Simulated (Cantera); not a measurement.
Feed: 1 mol B₂O₃, a varied amount of H₂, equilibrated at 1752 °C and 0.100 bar.

Method: chemical equilibrium by Gibbs-energy minimisation in Cantera with the NASA 1993 tables (ideal gas, pure condensed phases). Candidate condensed phases: B, B₂O₃, B₃O₃H₃, H₂O; 23 gas species. Kinetics and transport are ignored.

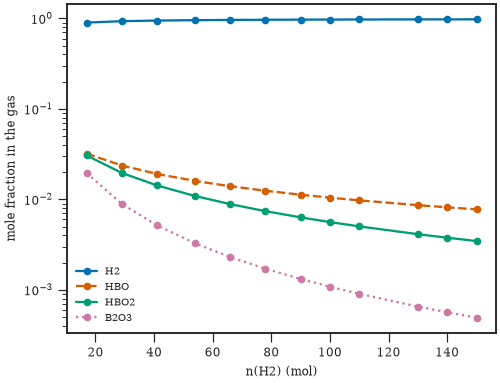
*Equilibrium gas composition (values under 1e-9 drawn at 1e-9)*

Task: Read off the mole fractions at 110 mol H₂.

Result: H₂ about 0.97, HBO about 0.0098, HBO₂ about 0.0050, B₂O₃ about 0.00090.
